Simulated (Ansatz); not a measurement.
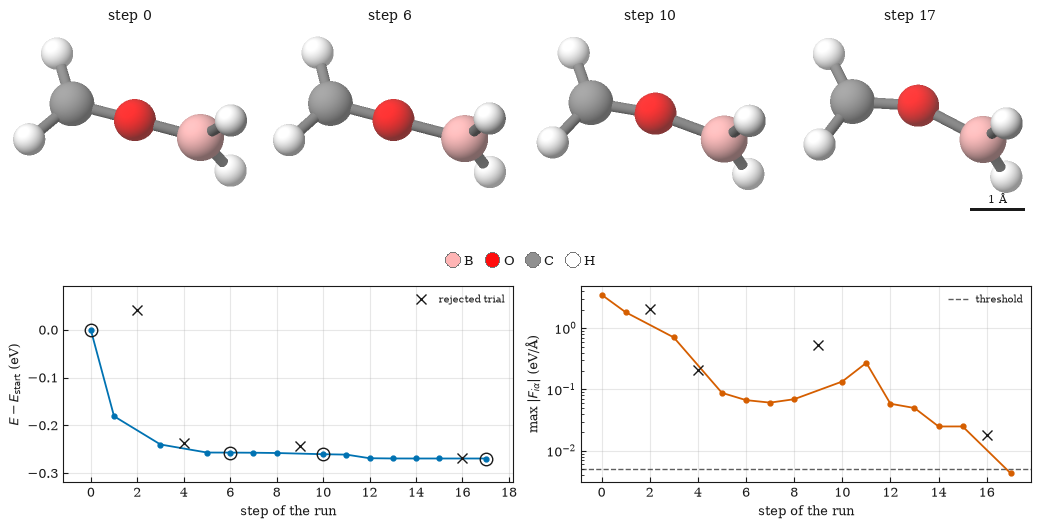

Frames of a relaxation of CH$_{4}$BO (charge +1), marked on the history of the run. A ball-and-stick model, seen from a free direction.

Method: Ansatz, RKS PBE0-D4/def2-TZVP.

Input file:
```yaml
crystal:
  periodic: [false, false, false]
  atoms:
    - {symbol: B, position_ang: [-0.999730, 0.382100, -0.635000]}
    - {symbol: O, position_ang: [0.022110, -0.014380, 0.018810]}
    - {symbol: C, position_ang: [1.006800, -0.385420, 0.640050]}
    - {symbol: H, position_ang: [-1.217610, -0.046100, -1.705560]}
    - {symbol: H, position_ang: [-1.727600, 1.174700, -0.167070]}
    - {symbol: H, position_ang: [0.955310, -1.250030, 1.306850]}
    - {symbol: H, position_ang: [1.960730, 0.139140, 0.541920]}
basis:
  gaussian: {orbitals: def2-TZVP}
total_charge: 1
hamiltonian: {xc: pbe0, dispersion: d4}
relax: {f_tol: 0.005, max_steps: 200}
```

Run as
```bash
ansatz run in.yaml --threads 2 --pin off --events-out ev --progress --plain --max-ram 4352MiB
```

What happens along the run?

Answer. The largest move after the best rigid fit is that of O2, 0.31 Å. By element the largest moves are O 0.31 Å, H 0.22 Å, B 0.06 Å, C 0.05 Å. Among the contacts that change: B1–O2 1.276 → 1.403 Å, B1–H4 1.173 → 1.184 Å, O2–C3 1.222 → 1.227 Å. Among the angles between lasting bonds that change: B1–O2–C3 179.5° → 153.6°, H4–B1–H5 119.7° → 131.1°, O2–B1–H4 120.2° → 114.4°. After 13 accepted moves (17 points after the start) the energy has fallen by 0.269 eV. Largest force component: 3.5 eV/Å at the start, 0.0043 eV/Å at the end. The line search rejected the trial steps at points 2, 4, 9, 16 of the run. From step 0 to 6: B1 moves most (0.08 Å), energy −0.257 eV. From step 6 to 10: O2 moves most (0.13 Å), energy −0.003 eV. From step 10 to 17: O2 moves most (0.18 Å), energy −0.009 eV.

```json
{"step": "0", "E − E(0), eV": "0.0000", "largest force component, eV/Å": "3.5127", "note": ""}
{"step": "1", "E − E(0), eV": "-0.1808", "largest force component, eV/Å": "1.8194", "note": ""}
{"step": "2", "E − E(0), eV": "0.0424", "largest force component, eV/Å": "2.0599", "note": "rejected"}
{"step": "3", "E − E(0), eV": "-0.2400", "largest force component, eV/Å": "0.7064", "note": ""}
{"step": "4", "E − E(0), eV": "-0.2358", "largest force component, eV/Å": "0.2093", "note": "rejected"}
{"step": "5", "E − E(0), eV": "-0.2568", "largest force component, eV/Å": "0.0881", "note": ""}
{"step": "6", "E − E(0), eV": "-0.2569", "largest force component, eV/Å": "0.0670", "note": ""}
{"step": "7", "E − E(0), eV": "-0.2572", "largest force component, eV/Å": "0.0610", "note": ""}
{"step": "8", "E − E(0), eV": "-0.2578", "largest force component, eV/Å": "0.0693", "note": ""}
{"step": "9", "E − E(0), eV": "-0.2428", "largest force component, eV/Å": "0.5258", "note": "rejected"}
{"step": "10", "E − E(0), eV": "-0.2603", "largest force component, eV/Å": "0.1348", "note": ""}
{"step": "11", "E − E(0), eV": "-0.2611", "largest force component, eV/Å": "0.2717", "note": ""}
{"step": "12", "E − E(0), eV": "-0.2687", "largest force component, eV/Å": "0.0585", "note": ""}
{"step": "13", "E − E(0), eV": "-0.2692", "largest force component, eV/Å": "0.0498", "note": ""}
{"step": "14", "E − E(0), eV": "-0.2692", "largest force component, eV/Å": "0.0249", "note": ""}
{"step": "15", "E − E(0), eV": "-0.2692", "largest force component, eV/Å": "0.0249", "note": ""}
{"step": "16", "E − E(0), eV": "-0.2691", "largest force component, eV/Å": "0.0179", "note": "rejected"}
{"step": "17", "E − E(0), eV": "-0.2693", "largest force component, eV/Å": "0.0043", "note": ""}
```
